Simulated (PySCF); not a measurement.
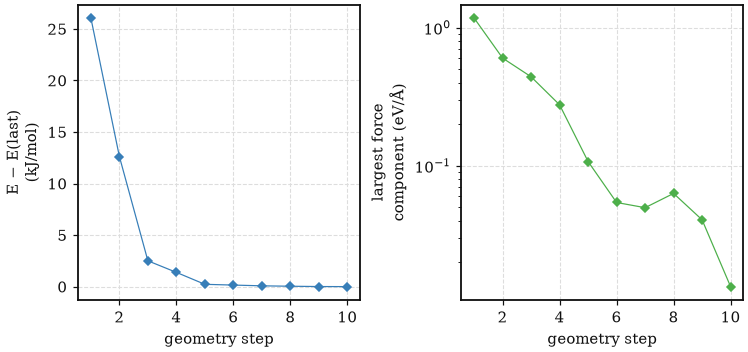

History of a geometry optimisation. The run: PdSBr2 molecule, by RKS-based B3LYP, Pd def2-SVP with ECP28, S def2-SVP, Br def2-SVP; non-relativistic Hamiltonian with scalar-relativistic core potentials; density fitting (PySCF 2.14.0). The start has point group Cs, which is kept. A held symmetry can leave a saddle point.

The optimisation met its thresholds at geometry 10, counting the start as the first. The energy fell by about 26 kJ/mol from the first step to the last. The largest force component goes from about 1.2 eV/Å at the start to 0.013 eV/Å at the end.
